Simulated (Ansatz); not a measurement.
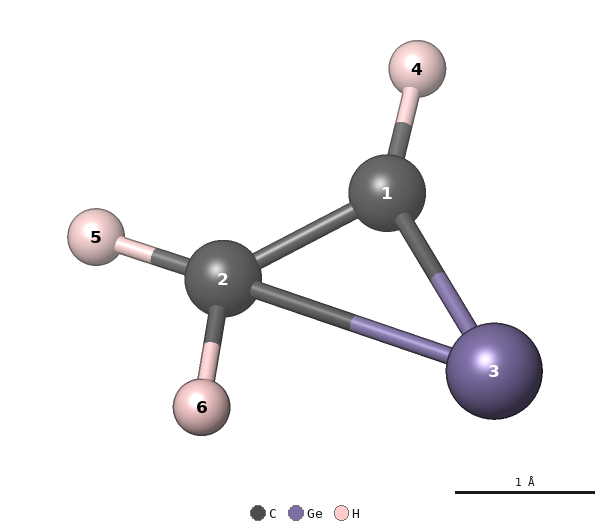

Orthographic view. Depth is shown by fading: the farther an atom, the more it takes the colour of the background. Charge +1, singlet. The computed structure is the end point of a PBE0-D4/def2-TZVP optimisation. No frequency run is at hand to confirm it as a minimum.

Write a Z-matrix (Å, degrees) in the order of the atom numbers, with these reference atoms: 2 to 1; 3 to 1, 2; 4 to 1, 2, 3; 5 to 2, 1, 4; 6 to 2, 5, 1.

```
C  
C    1   1.341
Ge   1   1.888   2    91.3
H    1   1.081   2   125.9   3   180.0
H    2   1.090   1   127.0   4     0.0
H    2   1.118   5   110.9   1   180.0
```
